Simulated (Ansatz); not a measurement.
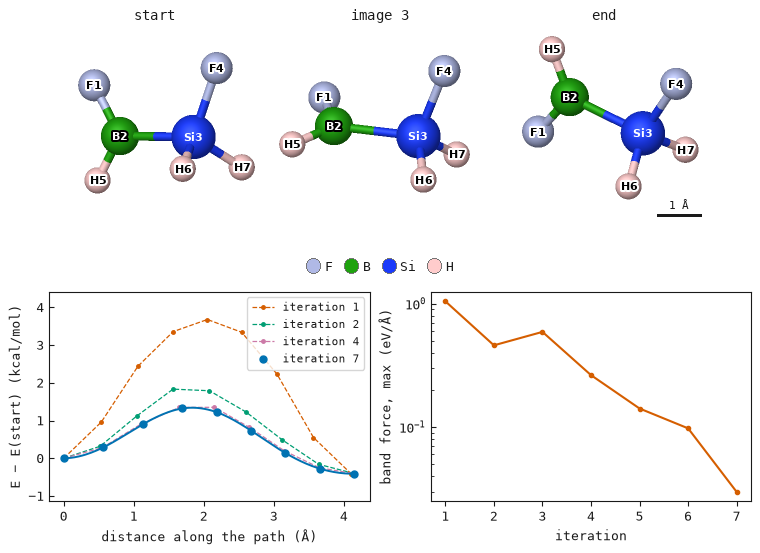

A nudged-elastic-band calculation for BSiH₃F₂. Images are numbered from 0 (start) to 8 (end). The plot follows the band through its iterations. Style: ball-and-stick. Shown at a tilt.

Theory: RKS B3LYP-D4/6-31G in Ansatz.

Input file:
```yaml
crystal:
  periodic: [false, false, false]
  atoms:
    - { symbol: F, position_ang: [-1.455688, 0.809314, -1.473742] }
    - { symbol: B, position_ang: [-0.411869, 0.956121, -0.60995] }
    - { symbol: Si, position_ang: [0.329662, -0.606915, 0.446027] }
    - { symbol: F, position_ang: [-0.49823, -2.061229, 0.095657] }
    - { symbol: H, position_ang: [0.053327, 2.049432, -0.496087] }
    - { symbol: H, position_ang: [1.784528, -0.807494, 0.116699] }
    - { symbol: H, position_ang: [0.198279, -0.339219, 1.921386] }
basis:
  gaussian: { orbitals: "6-31G" }
hamiltonian:
  xc: b3lyp
  dispersion: d4
neb:
  order_check: false
  images: 7
  f_tol: 0.05
  max_iterations: 60
  initial_path: linear
  final_atoms:
    - { symbol: F, position_ang: [0.04421444, 2.13004708, -0.50340125] }
    - { symbol: B, position_ang: [-0.49467176, 0.88129335, -0.66324259] }
    - { symbol: Si, position_ang: [0.33373423, -0.60139198, 0.44928607] }
    - { symbol: F, position_ang: [-0.4676625, -2.07526258, 0.11475496] }
    - { symbol: H, position_ang: [-1.39557007, 0.76845898, -1.43356468] }
    - { symbol: H, position_ang: [1.78958763, -0.7816238, 0.11565441] }
    - { symbol: H, position_ang: [0.19037702, -0.32151106, 1.92050308] }
```

Run as
```bash
ansatz run input.yaml --threads 1 --pin off --max-ram 2048MiB --backend cpu --events-out ev --progress --plain --runs-dir out
```

**Judge this run.**

The run is converged, with reservations. The band converged in 7 iterations. The largest component of the band force went from 1 to 0.03 eV/Å. The climbing image converged on the top of the path. Its curvatures weren't checked. The straight starting path can push atoms close together and costs iterations. The first iteration put the highest image at 3.68 kcal/mol. Forward barrier 1.32 kcal/mol, backward barrier 1.73 kcal/mol, with image 3 at the top; the reaction energy is −0.41 kcal/mol.

Limits of the set-up: the basis has no polarisation functions, which atoms past neon need.
